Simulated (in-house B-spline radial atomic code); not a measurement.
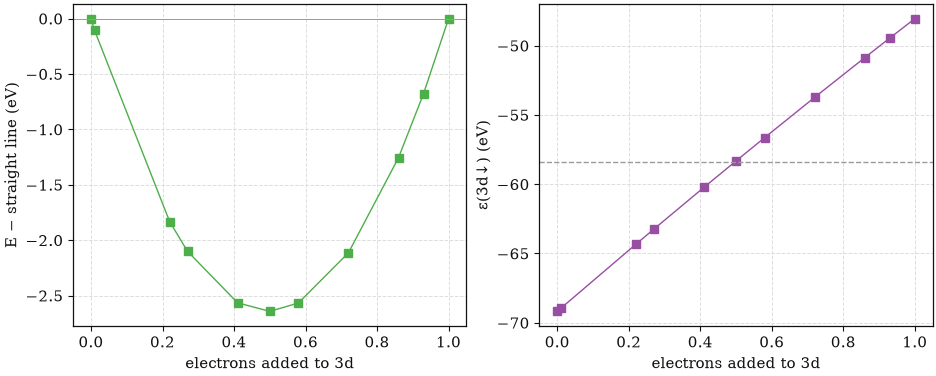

Method: scalar-relativistic (spin-free one-electron X2C) LDA (Slater, VWN5), spin-polarised, spherical fractional occupations, Fermi nucleus, basis-set limit; computed with an in-house B-spline radial code. The occupation of the 3d shell is varied from Cu⁴⁺ ([Ar] 3d7 (high spin)) to Cu³⁺ ([Ar] 3d8 (high spin)), with spherical fractional occupations. The plot shows the total energy less the straight line between the end points, and the eigenvalue of 3d↓ (the dashed line is minus the energy to take the whole electron out).

Q: What does the shape say about the method?

A: The curve is convex (below the straight line), with the largest deviation among the points computed, −2.64 eV, at 0.5. The end points differ by 58.4 eV, the energy to take the electron out. The eigenvalue, which is the slope of the energy (Janak's theorem), moves from −69.2 eV at 0 to −48.0 eV at 1; for a straight line it would stay constant, and a parabola would sag by an eighth of this change, scaled to a whole electron, 2.64 eV. Convexity is the mark of the delocalisation error, which puts fractional charges too low; for p, d and f shells the spherical spreading of the fraction adds to it.
